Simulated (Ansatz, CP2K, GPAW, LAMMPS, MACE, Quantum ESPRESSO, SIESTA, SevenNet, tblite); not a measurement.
# Amorphous Hg33S25Se8 (66 atoms): atom by atom

66 atoms (33 Hg, 25 S, 8 Se) placed at random at 7.67 g/cm³, melted at 2500 K for 10 ps at fixed volume with the Stillinger-Weber II-VI potential (Zhou et al., Phys. Rev. B 88, 085309 (2013)). Quenched from 2500 K to 500 K at 30 K/ps and fixed volume, held 5 ps, then minimised at fixed cell.

Geometry: the geometry as built. Computed with GPAW 26.7.0: Kohn-Sham DFT, PBE, PAW, atomic orbitals (dzp); LCAO dzp; h 0.2 Å; levels smeared at 580 K; Γ point; density 7.67 g/cm³.

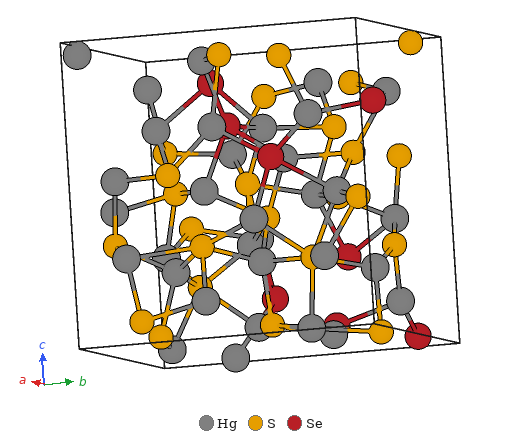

The structure (mercury grey, sulfur orange, selenium red). Bonds to atoms that aren't drawn are left out.

Cell vectors (Å):

```
12.034 0.000 0.000
0.000 12.034 0.000
0.000 0.000 12.034
```

Positions (Å):

```
1 Hg 3.713 4.874 4.202
2 Hg 4.376 5.173 0.911
3 Hg 7.049 10.796 2.632
4 Hg 1.947 10.265 4.927
5 Hg 6.937 7.335 7.227
6 Hg 9.515 1.156 6.638
7 Hg 8.774 9.932 5.615
8 Hg 9.457 5.207 8.464
9 Hg 1.338 7.317 10.553
10 Hg 2.823 10.539 1.599
11 Hg 10.791 9.520 8.551
12 Hg 6.036 0.082 5.728
13 Hg 7.557 4.415 11.243
14 Hg 0.397 4.291 4.711
15 Hg 6.388 3.865 6.238
16 Hg 1.369 3.301 0.053
17 Hg 10.087 0.102 11.654
18 Hg 10.508 6.983 4.632
19 Hg 1.339 0.385 10.824
20 Hg 0.585 3.455 8.088
21 Hg 3.818 5.665 8.737
22 Hg 11.133 9.933 2.908
23 Hg 8.684 8.532 0.324
24 Hg 3.403 1.320 3.993
25 Hg 10.754 4.900 1.558
26 Hg 7.566 6.373 3.193
27 Hg 4.175 1.431 8.943
28 Hg 6.881 11.636 9.500
29 Hg 10.743 1.782 3.475
30 Hg 5.187 8.415 0.307
31 Hg 5.153 1.823 0.260
32 Hg 7.459 2.822 3.064
33 Hg 1.951 7.096 6.136
34 S 1.120 1.755 5.260
35 S 5.021 9.694 10.120
36 S 7.669 11.058 0.040
37 S 5.820 6.209 5.028
38 S 0.971 10.326 7.443
39 S 0.502 4.849 10.258
40 S 8.131 0.619 4.238
41 S 2.538 4.545 6.714
42 S 3.700 11.843 11.593
43 S 2.881 8.298 8.635
44 S 9.871 5.787 11.227
45 S 8.740 8.775 3.101
46 S 6.830 6.425 0.742
47 S 4.881 3.036 2.625
48 S 4.261 8.679 5.762
49 S 10.416 3.568 6.626
50 S 7.841 2.159 0.557
51 S 6.534 10.042 7.252
52 S 11.144 11.438 5.117
53 S 1.677 1.038 8.254
54 S 4.450 2.147 6.402
55 S 4.537 10.921 3.675
56 S 11.080 8.561 10.896
57 S 10.933 2.302 0.948
58 S 9.456 4.514 3.815
59 Se 1.537 5.102 2.216
60 Se 2.551 7.817 0.867
61 Se 9.641 7.570 7.093
62 Se 9.526 11.817 8.966
63 Se 0.885 7.973 3.674
64 Se 3.815 3.658 10.656
65 Se 6.520 4.993 8.710
66 Se 0.063 10.381 0.406
```

Q: Give the force on every atom.

Columns: atom, fx, fy, fz (forces in eV/Å).

```
1 -0.206 0.027 0.085
2 -0.071 0.331 -0.289
3 -0.501 0.257 -0.452
4 0.184 -0.260 0.678
5 -0.593 0.309 0.151
6 0.323 0.013 0.134
7 0.067 0.522 0.399
8 0.244 -0.367 0.329
9 0.456 -0.036 -0.443
10 0.121 -0.266 0.121
11 0.657 0.099 -0.273
12 -0.426 0.245 0.515
13 0.489 -0.695 0.109
14 0.231 -0.400 -0.393
15 -0.308 -0.040 -0.299
16 0.076 -0.310 0.295
17 -0.157 0.318 0.348
18 0.602 -0.089 -0.039
19 -0.186 0.362 -0.708
20 -0.027 -0.506 0.487
21 -0.283 0.696 0.142
22 0.103 0.555 0.053
23 0.148 -0.094 -0.659
24 -0.615 0.008 0.076
25 -0.299 0.317 -0.469
26 -0.268 -0.237 0.091
27 0.194 -0.122 0.099
28 -0.427 -0.503 0.004
29 0.799 -0.738 0.021
30 -0.274 0.058 -0.785
31 0.629 -0.495 -0.072
32 -0.104 0.117 -0.192
33 0.618 0.330 0.177
34 0.084 -0.121 -1.106
35 0.037 -0.310 0.245
36 0.406 -0.625 0.329
37 0.192 -0.049 0.120
38 0.129 -0.404 0.302
39 -0.429 0.474 -0.420
40 -0.183 0.400 0.371
41 0.261 0.766 -0.682
42 0.510 0.173 -0.125
43 -0.321 -0.470 -0.035
44 -0.039 0.308 -0.048
45 -0.096 -0.008 -0.016
46 -0.617 0.556 0.437
47 -0.240 0.271 0.451
48 -0.730 -0.161 -0.102
49 0.135 0.053 0.572
50 -0.875 0.681 -0.519
51 0.501 0.116 -0.675
52 -0.169 -0.203 -0.290
53 -0.750 -0.057 0.805
54 1.049 -0.593 -0.162
55 -0.241 0.059 -0.395
56 -0.240 0.145 0.777
57 0.515 -0.599 -0.071
58 -0.061 0.238 -0.584
59 -0.460 -0.023 0.493
60 0.617 -0.123 0.351
61 0.102 -0.223 0.090
62 -0.274 0.746 -0.068
63 -0.433 -0.563 0.196
64 -0.149 -0.107 0.334
65 0.562 0.279 0.264
66 -0.192 -0.033 -0.255
```

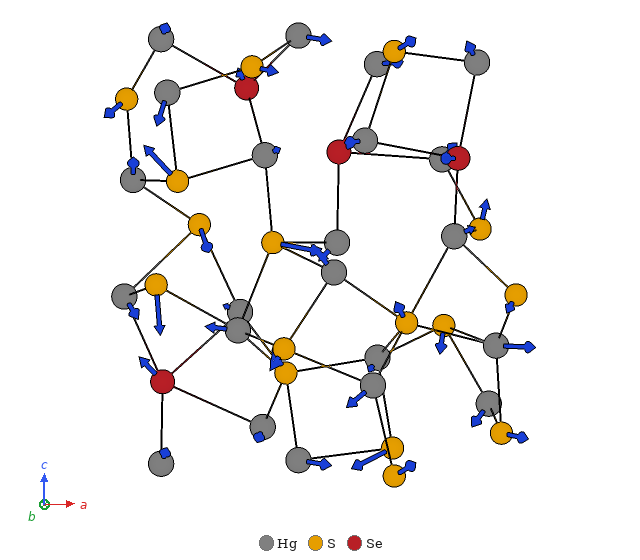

The forces as arrows, the longest 1.22 eV/Å. Drawn is a stretch of 11 Å of the 12 Å that the cell measures along a and a slice 7 Å thick, seen along the normal of the ac plane.

The quench rate of 30 K/ps is many orders above laboratory rates, so the cell is likely richer in defects and strain than a real sample. The network of bonds at the start is that of the classical potential that made the cell, and needn't be the one that DFT or experiment would give. Only the Γ point is sampled, in a cell whose shortest periodic width is 12 Å.

The r.m.s. force component is 0.393 eV/Å; the longest force, 1.22 eV/Å, acts on S50.

[Logs are printed without paths, hosts, clocks, repeated set-up lines and the standing remarks that a program may print on its own settings, such as how far it seeks lower states.]

[Hosts, paths, dates, database ids (printed as entryN), source tags and the programs' standing remarks are cut or masked in the printed files.]
